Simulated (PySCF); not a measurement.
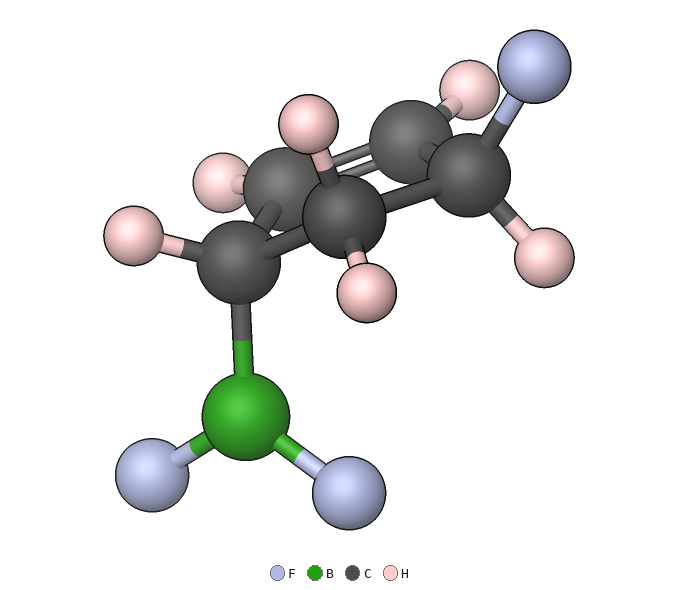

Double and triple bonds are drawn as two and three sticks.

Count the atoms of each element.

Answer. C5H6BF3, 15 atoms: 5 carbon, 6 hydrogen, 1 boron and 3 fluorine.

Does it have rings?

Answer. Independent rings (smallest set): 1 of 5 members.

Which point group does it belong to?

Answer. C1.

Name some functional groups or characteristic bonds that it holds.

Answer. Among them: alkene, C–F bond.

How many bonds of each kind are drawn?

Answer. 6 C–H, 5 C–C, 2 B–F, 1 C–B, 1 C–F.

The parts below concern this one geometry. Atoms keep their numbers from picture to picture. The geometry was computed by an optimisation with PBE0-D3(BJ)/def2-SVP. No frequency run is at hand to confirm it as a minimum.

Shape

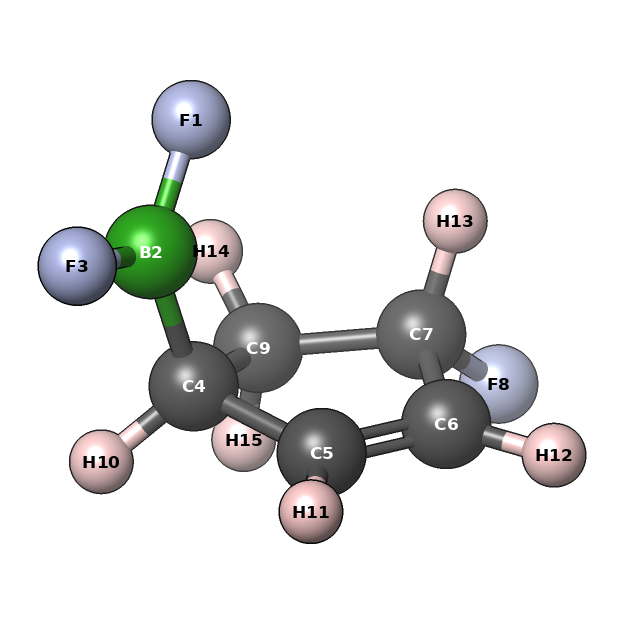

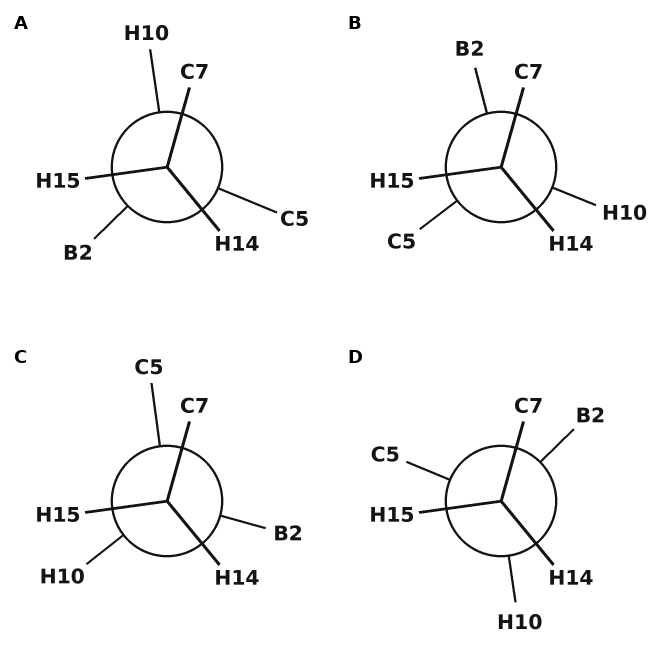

Atoms fade into the background with distance from the viewer. Bonds that would overlap in a projection are set slightly apart. No frequency run is at hand to confirm it as a minimum.

Which Newman projection shows the view along C9–C4, with C9 in front?

Answer. C. The torsion angle C7–C9–C4–C5 is −23°, synperiplanar.

Ring current

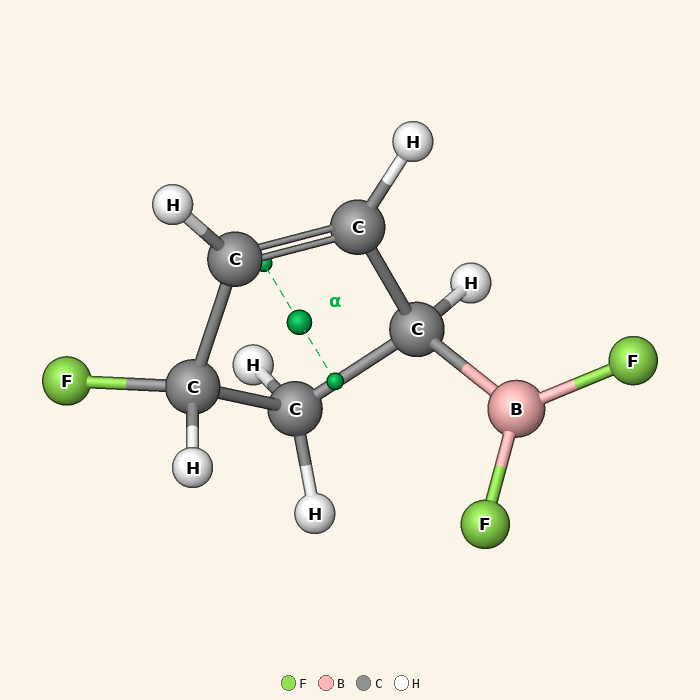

The small points mark where nucleus-independent chemical shifts (NICS) were computed: at the centre of each lettered ring and 1 Å above and below it. No frequency run is at hand to confirm it as a minimum. Properties computed with GIAO PBE0/pcSseg-1 NMR shielding, non-relativistic, IEF-PCM chloroform (PySCF 2.14.0).

Give NICS(0), NICS(1) and the out-of-plane component NICS(1)zz for each ring (means of the two sides).

```csv
ring,members,NICS(0),NICS(1),NICS(1)zz
α,C5,−3.6,−3.9,−3.9
```

Values in ppm.

What do the values say about the ring currents?

Answer. Ring α: weak, as in a non-aromatic ring. NICS is one index among several.

Levels of theory compared

No frequency run is at hand to confirm it as a minimum. Program: PySCF 2.14.0.

At this fixed geometry, give HOMO energy (eV), HOMO–LUMO gap (eV) at these levels: PBE0/pcSseg-1 in acetonitrile (IEF-PCM); PBE0/pcSseg-1 in chloroform (IEF-PCM); ωB97X-D/def2-SVPD; ωB97X-D/def2-SVPD in acetonitrile (IEF-PCM); ωB97X-D/def2-SVPD in chloroform (IEF-PCM).

```csv
level,HOMO energy (eV),HOMO–LUMO gap (eV)
PBE0/pcSseg-1 in acetonitrile (IEF-PCM),−7.43,7.02
PBE0/pcSseg-1 in chloroform (IEF-PCM),−7.48,7.02
ωB97X-D/def2-SVPD,−9.53,10.67
ωB97X-D/def2-SVPD in acetonitrile (IEF-PCM),−9.27,10.66
ωB97X-D/def2-SVPD in chloroform (IEF-PCM),−9.33,10.66
```

NMR shielding

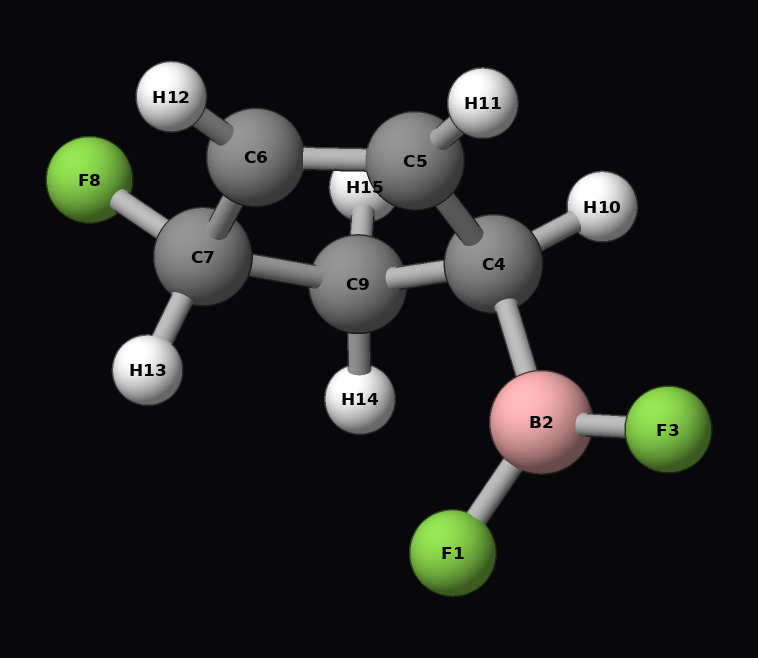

No frequency run is at hand to confirm it as a minimum. Level of theory: GIAO PBE0/pcSseg-1 NMR shielding, non-relativistic, IEF-PCM chloroform (PySCF 2.14.0). Principal shieldings σ11 ≤ σ22 ≤ σ33, span Ω = σ33 − σ11, skew κ = 3(σiso − σ22)/Ω.

Give the shielding tensors of the C atoms.

| atom | σ11 | σ22 | σ33 | σiso | Ω | κ |
| --- | --- | --- | --- | --- | --- | --- |
| C4 | 130.9 | 151.1 | 170.5 | 150.8 | 39.5 | −0.02 |
| C5 | −66.4 | 52.1 | 143.5 | 43.1 | 209.8 | −0.13 |
| C6 | −67.1 | 55.5 | 136.0 | 41.4 | 203.1 | −0.21 |
| C7 | 42.2 | 78.2 | 133.3 | 84.6 | 91.1 | 0.21 |
| C9 | 119.0 | 156.7 | 168.2 | 148.0 | 49.2 | −0.53 |

Shieldings and span in ppm.
